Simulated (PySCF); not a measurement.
# AlBNH4F (SMILES [NH2][AlH][BH]F): levels of theory compared

Aim: a comparison of 3 runs (B2PLYP/def2-SVPD, wB97M-V/def2-SVPD, wB97X/def2-SVPD) of AlBNH4F. The job is set up through a Python script.

The results are computed with PySCF 2.14.0.

1 further run of the same task is left out (set aside as unsound or not needed).

## 1. The structure to begin with

AlBNH4F has 8 atoms, charge 0, and is taken as a singlet. SMILES: `[NH2][AlH][BH]F`. The B3–H8 distance was set to 2.175 Å, away from the relaxed value. At this shape a bond of the SMILES string is far longer than usual.

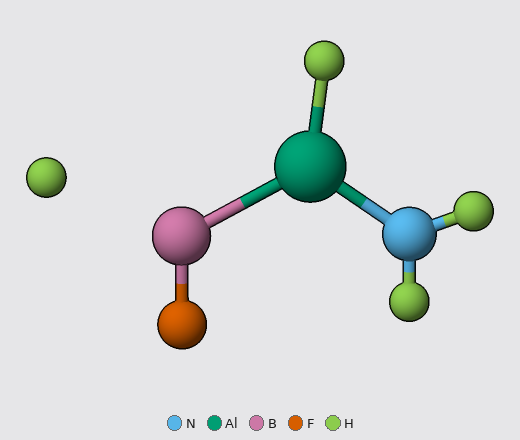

The structure, seen from a chosen angle (nitrogen blue, aluminium teal, boron pink, fluorine orange, hydrogen green).

## 2. The energy at B2PLYP/def2-SVPD (run 1)

Input file job.py:

```python
from pyscf import gto, dft, mp

molecule = gto.M(
    atom='''
N     -1.778266     1.850165     0.095299
Al    -0.384966     0.859365     0.554199
B      0.080634    -0.826435    -0.728701
F     -0.721266    -1.080835    -1.758301
H     -2.108866     2.662265     0.591599
H     -2.357866     1.675665    -0.710501
H      0.406034     1.291665     1.863399
H      1.753200    -2.203800    -0.542400
''',
    verbose=4,
    max_memory=1860,
    basis='def2-svpd',
)

mf = dft.RKS(molecule)
mf.xc = '0.53*HF + 0.47*B88, 0.73*LYP'
mf.grids.level = 5
mf.conv_tol = 1e-10
mf.kernel()
if not mf.converged:
    mf = mf.newton().run(mf.mo_coeff, mf.mo_occ)

pt = mp.MP2(mf, frozen=8).run()
e_tot = mf.e_tot + 0.27 * pt.e_corr
print('PT2 part  %.8f' % (0.27 * pt.e_corr))
print(f'total energy: {e_tot:.8f} hartree')
```

Started as:

```sh
$ OMP_NUM_THREADS=1 python job.py
```

The program printed:

```text
PySCF version 2.14.0

[... 78 lines left out ...]
converged SCF energy = -423.571527774915
[... 1 line left out ...]
******** <class 'pyscf.mp.mp2.RMP2'> ********
nocc = 11, nmo = 111
frozen orbitals 8
E(RMP2) = -424.234536857145  E_corr = -0.663009082229408
E(SCS-RMP2) = -424.231716212179  E_corr = -0.660188437263605
E_corr(same-spin) = -0.156256686244251
E_corr(oppo-spin) = -0.506752395985156
PT2 part  -0.17901245
total energy: -423.75054023 hartree
```

Run time: 25 s. Hardware: 1 thread of Intel Xeon at 2.70GHz, shared host; peak memory 0.65 GiB.

## 3. A single-point energy at wB97M-V/def2-SVPD (run 2)

Input file input.py:

```python
from pyscf import gto, dft

mol = gto.M(
    atom='''
N   -1.778266   1.850165   0.095299
Al  -0.384966   0.859365   0.554199
B    0.080634  -0.826435  -0.728701
F   -0.721266  -1.080835  -1.758301
H   -2.108866   2.662265   0.591599
H   -2.357866   1.675665  -0.710501
H    0.406034   1.291665   1.863399
H    1.753200  -2.203800  -0.542400
''',
    charge=0,
    max_memory=1860,
    basis='def2-svpd',
    verbose=4,
)

calc0 = dft.RKS(mol, xc='wb97m-v')
calc0.grids.level = 5
calc0.nlcgrids.level = 1
calc0.conv_tol = 1e-10
calc0.kernel()
if not calc0.converged:
    calc0 = calc0.newton().run(calc0.mo_coeff, calc0.mo_occ)

energy = calc0.e_tot
print('E(%s) = %.9f' % ('WB97M-V', energy))
```

Started as:

```sh
$ OMP_NUM_THREADS=1 python input.py
```

The program printed:

```text
PySCF version 2.14.0

[... 88 lines left out ...]
converged SCF energy = -423.942061359725
E(WB97M-V) = -423.942061360
```

Run time: 1.9 min. Hardware: 1 thread of Intel Xeon at 2.70GHz, shared host; peak memory 0.72 GiB.

## 4. The energy at wB97X/def2-SVPD (run 3)

Input file job.py:

```python
from pyscf import gto, dft

molecule = gto.Mole()
molecule.atom = '''
N   -1.778266   1.850165   0.095299
Al  -0.384966   0.859365   0.554199
B    0.080634  -0.826435  -0.728701
F   -0.721266  -1.080835  -1.758301
H   -2.108866   2.662265   0.591599
H   -2.357866   1.675665  -0.710501
H    0.406034   1.291665   1.863399
H    1.753200  -2.203800  -0.542400
'''
molecule.max_memory = 1860
molecule.spin = 0
molecule.verbose = 4
molecule.basis = 'def2-svpd'
molecule.build()

mf = dft.RKS(molecule, xc='wb97x')
mf.grids.level = 5
mf.conv_tol = 1e-10
mf.kernel()
if not mf.converged:
    mf = mf.newton().run(mf.mo_coeff, mf.mo_occ)

etot = mf.e_tot
print('E(%s) = %.9f' % ('WB97X', etot))
```

Started as:

```sh
$ OMP_NUM_THREADS=1 python job.py
```

The program printed:

```text
PySCF version 2.14.0

[... 77 lines left out ...]
converged SCF energy = -423.974309056596
E(WB97X) = -423.974309057
```

It took 41 s on 1 thread of Intel Xeon at 2.70GHz, shared host; peak memory 0.65 GiB.

## 5. All runs side by side

```tsv
run	level	frozen core orbitals	nlc grid	energy (Eh)	dipole moment (D)	HOMO energy (eV)	LUMO energy (eV)	wall time
1	B2PLYP/def2-SVPD	8	–	-423.750540	3.53	-7.50	-1.44	25 s
2	wB97M-V/def2-SVPD	–	1	-423.942061	3.58	-8.57	-0.73	1.9 min
3	wB97X/def2-SVPD	–	–	-423.974309	3.49	-8.86	-0.53	41 s
```

## 6. Results

| quantity | value |
| --- | --- |
| run 3: total energy | -423.97431 Eh |
| run 3: dipole moment | 3.49 D |
| run 3: HOMO energy | -8.86 eV |
| run 3: LUMO energy | -0.53 eV |
| run 3: HOMO–LUMO gap | 8.32 eV |

What this shows: The dipole moment (its size) runs from 3.49 D (wB97X/def2-SVPD) to 3.58 D (wB97M-V/def2-SVPD). The HOMO–LUMO gap runs from 6.06 eV (B2PLYP/def2-SVPD) to 8.32 eV (wB97X/def2-SVPD). A double hybrid's value is that of its SCF part. Totals of different functionals can't be ranked against each other. All runs together took 3 min, the longest 1.9 min.
